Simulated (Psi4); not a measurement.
# SiH: single-point calculation

The run: single-point calculation of SiH, multiplicity 4. Method and program: PBE0/cc-pVTZ-DK, UKS, sfX2C (Psi4 1.11).

The geometry is that of the parent species in another charge or spin state. The geometry comes from this level: PBE0-D4/def2-TZVP.

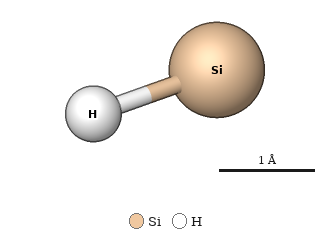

*The input geometry (ball-and-stick view, seen at a tilt).*

Bond lengths as drawn: H–Si 1.53 Å.

### Key numbers

| quantity | value |
| --- | --- |
| outcome | converged |
| total energy | −290.417722 hartree |
| basis functions | 48 |
| ⟨S²⟩ | 3.751 |
| dipole moment | 0.03 D |
| hardware | 1 thread of Intel Xeon @ 2.70GHz, 189 GiB of memory available, shared host |
| wall time | 6.3 s |
| peak memory | 0.57 GiB |

### The input (job.dat)
```
memory 1.6 GB

molecule geom {
  0 4
  Si     0.00000000     0.00000000    -0.01432412
  H      0.00000000     0.00000000     2.88020718
  units au
  symmetry c1
}

set {
  reference uks
  puream true
  scf_type pk
  dft_radial_points 99
  dft_spherical_points 590
  maxiter 100
  relativistic x2c
}

energy_value, wavefunction = energy("pbe0/cc-pVTZ-DK", return_wfn=True)
```

Run as:
```bash
psi4 -i job.dat -o job.out -n 1
```

### Log
```
Psi4 1.11 release

Relativistic analytic gradients are not implemented yet, re-routing to finite differences.

   => Loading Basis Set <=

    Name: CC-PVTZ-DK
    Role: ORBITAL
    Keyword: BASIS

         ---------------------------------------------------------
                                   SCF
                              UKS Reference
                        1 Threads,   1525 MiB Core
         ---------------------------------------------------------

  ==> Geometry <==

    Molecular point group: c1
    Full point group: C_inf_v

    Geometry (in Bohr), charge = 0, multiplicity = 4:

       Center              X                  Y                   Z               Mass
    ------------   -----------------  -----------------  -----------------  -----------------
         SI           0.000000000000     0.000000000000    -0.100645371894    27.976926534650
         H            0.000000000000     0.000000000000     2.793885928106     1.007825032230

  Running in c1 symmetry.

  Rotational constants: A = ************  B =      7.38622  C =      7.38622 [cm^-1]
  Rotational constants: A = ************  B = 221433.26936  C = 221433.26936 [MHz]
  Nuclear repulsion =    4.836707068947569

  Charge       = 0
  Multiplicity = 4
  Electrons    = 15
  Nalpha       = 9
  Nbeta        = 6

  ==> Algorithm <==

  SCF Algorithm Type is PK.
  DIIS enabled.
  MOM disabled.
  Fractional occupation disabled.
  Guess Type is SAD.
  Energy threshold   = 1.00e-06
  Density threshold  = 1.00e-06
  Integral threshold = 1.00e-12

  ==> Primary Basis <==

  Basis Set: CC-PVTZ-DK
    Blend: CC-PVTZ-DK
    Number of shells: 18
    Number of basis functions: 48
    Number of Cartesian functions: 54
    Spherical Harmonics?: true
    Max angular momentum: 3

  ==> DFT Potential <==

   => LibXC <=

    Version 7.1.2

   => Composite Functional: PBE0 <=

    PBE0 Hyb-GGA Exchange-Correlation Functional

    Deriv               =              1
    GGA                 =           TRUE
    Meta                =          FALSE

    Exchange Hybrid     =           TRUE
    MP2 Hybrid          =          FALSE

   => Exchange Functionals <=

    0.7500   Perdew, Burke & Ernzerhof

   => Exact (HF) Exchange <=

    0.2500               HF

   => Correlation Functionals <=

    1.0000   Perdew, Burke & Ernzerhof

   => LibXC Density Thresholds  <==

    XC_HYB_GGA_XC_PBEH:  1.00E-15

   => Molecular Quadrature <=

    Radial Scheme          =       TREUTLER
    Pruning Scheme         =           NONE
    Nuclear Scheme         =       TREUTLER

    Blocking Scheme        =         OCTREE
    BS radius alpha        =              1
    Pruning alpha          =              1
    Radial Points          =             99
    Spherical Points       =            590
    Total Points           =         110813
    Total Blocks           =            882
    Max Points             =            256
    Max Functions          =             48
    Weights Tolerance      =       1.00E-15

   => Loading Basis Set <=

    Name: (CC-PVTZ-DK AUX)
    Role: DECON
    Keyword: BASIS_RELATIVISTIC

  ==> Integral Setup <==

  Using in-core PK algorithm.
   Calculation information:
      Number of atoms:                   2
      Number of AO shells:              18
      Number of primitives:             68
      Number of atomic orbitals:        54
      Number of basis functions:        48

      Integral cutoff                 1.00e-12
      Number of threads:                 1

  Performing in-core PK
  Using 1384152 doubles for integral storage.
  We computed 14706 shell quartets total.
  Whereas there are 14706 unique shell quartets.

  ==> DiskJK: Disk-Based J/K Matrices <==

    J tasked:                  Yes
    K tasked:                  Yes
    wK tasked:                  No
    Memory [MiB]:              990
    Schwarz Cutoff:          1E-12

  Cached 100.0% of DFT collocation blocks in 0.151 [GiB].

 OEINTS: Using relativistic (X2C) overlap, kinetic, and potential integrals.
         ------------------------------------------------------------
         Spin-Free X2C Integrals at the One-Electron Level (SFX2C-1e)
         ------------------------------------------------------------

  ==> X2C Options <==

    Computational Basis: CC-PVTZ-DK
    X2C Basis: (CC-PVTZ-DK AUX)
    The X2C Hamiltonian will be computed in the X2C Basis

    Comparing only 48 out of 75 elements of H_Dirac

    The 1-norm of |H_X2C - H_Dirac| is: 24.352695747470

    WARNING: The X2C and Dirac Hamiltonians have substatially different eigenvalues!
             This is probably caused by the recontraction of the basis set.

  Minimum eigenvalue in the overlap matrix is 6.0184823073E-03.
  Reciprocal condition number of the overlap matrix is 1.5438304097E-03.
    Using symmetric orthogonalization.

  ==> Pre-Iterations <==

  SCF Guess: Superposition of Atomic Densities via on-the-fly atomic UHF (no occupation information).

   -------------------------
    Irrep   Nso     Nmo
   -------------------------
     A         48      48
   -------------------------
    Total      48      48
   -------------------------

  ==> Iterations <==

                        Total Energy        Delta E     RMS |[F,P]|

   @UKS iter SAD:  -290.07980085853967   -2.90080e+02   0.00000e+00
   @UKS iter   1:  -290.39999131454351   -3.20190e-01   4.64526e-03 DIIS/ADIIS
   @UKS iter   2:  -290.41399895732820   -1.40076e-02   2.20511e-03 DIIS/ADIIS
   @UKS iter   3:  -290.41763868773097   -3.63973e-03   1.53305e-04 DIIS/ADIIS
   @UKS iter   4:  -290.41769684381330   -5.81561e-05   9.24752e-05 DIIS
   @UKS iter   5:  -290.41772099820741   -2.41544e-05   1.94251e-05 DIIS
   @UKS iter   6:  -290.41772226649522   -1.26829e-06   3.22000e-06 DIIS
   @UKS iter   7:  -290.41772230431582   -3.78206e-08   7.80988e-07 DIIS
  Energy and wave function converged.

  ==> Post-Iterations <==

   Electrons on quadrature grid:
      Nalpha   =    8.9999999960 ; deviation = -3.990e-09
      Nbeta    =    5.9999999972 ; deviation = -2.792e-09
      Ntotal   =   14.9999999932 ; deviation = -6.781e-09

   @Spin Contamination Metric:   1.468932804E-03
   @S^2 Expected:                3.750000000E+00
   @S^2 Observed:                3.751468933E+00
   @S   Expected:                1.500000000E+00
   @S   Observed:                1.500000000E+00

    Orbital Energies [Eh]
    ---------------------

    Alpha Occupied:

       1A    -66.460604     2A     -5.395058     3A     -3.704957
       4A     -3.704957     5A     -3.703936     6A     -0.544194
       7A     -0.350915     8A     -0.217033     9A     -0.217033

    Alpha Virtual:

      10A      0.013839    11A      0.146828    12A      0.175313
      13A      0.175313    14A      0.190436    15A      0.190436
      16A      0.206245    17A      0.242193    18A      0.242193
      19A      0.314037    20A      0.451246    21A      0.725477
      22A      0.725477    23A      0.917760    24A      0.941877
      25A      0.941877    26A      0.949043    27A      0.949043
      28A      0.970764    29A      0.970764    30A      0.973864
      31A      0.973864    32A      1.153012    33A      1.233386
      34A      1.233386    35A      1.415553    36A      1.979334
      37A      2.113607    38A      2.113607    39A      2.296960
      40A      2.907269    41A      3.218493    42A      3.218493
      43A      3.436659    44A      3.436659    45A      3.804449
      46A      3.845429    47A      3.845429    48A      4.531097

    Beta Occupied:

       1A    -66.450621     2A     -5.381661     3A     -3.691456
       4A     -3.686500     5A     -3.686500     6A     -0.451419

    Beta Virtual:

       7A     -0.175400     8A     -0.052117     9A     -0.052117
      10A      0.083624    11A      0.185731    12A      0.251658
      13A      0.251658    14A      0.267217    15A      0.285728
      16A      0.285728    17A      0.308263    18A      0.308263
      19A      0.362039    20A      0.513128    21A      0.782215
      22A      0.782215    23A      0.969879    24A      1.001063
      25A      1.001063    26A      1.027858    27A      1.027858
      28A      1.052295    29A      1.052295    30A      1.075442
      31A      1.075442    32A      1.230589    33A      1.303605
      34A      1.303605    35A      1.447868    36A      2.035519
      37A      2.159761    38A      2.159761    39A      2.344500
      40A      2.944241    41A      3.265476    42A      3.265476
      43A      3.481440    44A      3.481440    45A      3.852252
      46A      3.899585    47A      3.899585    48A      4.577173

    Final Occupation by Irrep:
              A
    DOCC [     6 ]
    SOCC [     3 ]
    NA   [     9 ]
    NB   [     6 ]

  @UKS Final Energy:  -290.41772230431582

   => Energetics <=

    Nuclear Repulsion Energy =              4.8367070689475691
    One-Electron Energy =                -411.5548345229291272
    Two-Electron Energy =                 132.2605406416747940
    DFT Exchange-Correlation Energy =     -15.9601354920090621
    Empirical Dispersion Energy =           0.0000000000000000
    VV10 Nonlocal Energy =                  0.0000000000000000
    Total Energy =                       -290.4177223043158165

  UHF NO Occupations:
  HONO-2 :    7  A 1.0000000
  HONO-1 :    8  A 1.0000000
  HONO-0 :    9  A 1.0000000
  LUNO+0 :   10  A 0.0007309
  LUNO+1 :   11  A 0.0000012
  LUNO+2 :   12  A 0.0000012
  LUNO+3 :   13  A 0.0000011

Computation Completed

Properties will be evaluated at   0.000000,   0.000000,   0.000000 [a0]

Properties computed using the SCF density matrix

 Multipole Moments:

 ------------------------------------------------------------------------------------
     Multipole            Electronic (a.u.)      Nuclear  (a.u.)        Total (a.u.)
 ------------------------------------------------------------------------------------

 L = 1.  Multiply by 2.5417464519 to convert [e a0] to [Debye]
 Dipole X            :         -0.0000000            0.0000000           -0.0000000
 Dipole Y            :          0.0000000            0.0000000            0.0000000
 Dipole Z            :         -1.3730716            1.3848507            0.0117791
 Magnitude           :                                                    0.0117791

 ------------------------------------------------------------------------------------

	total time  =          4 seconds =       0.07 minutes

    Psi4 run time: 0:00:04.64
```
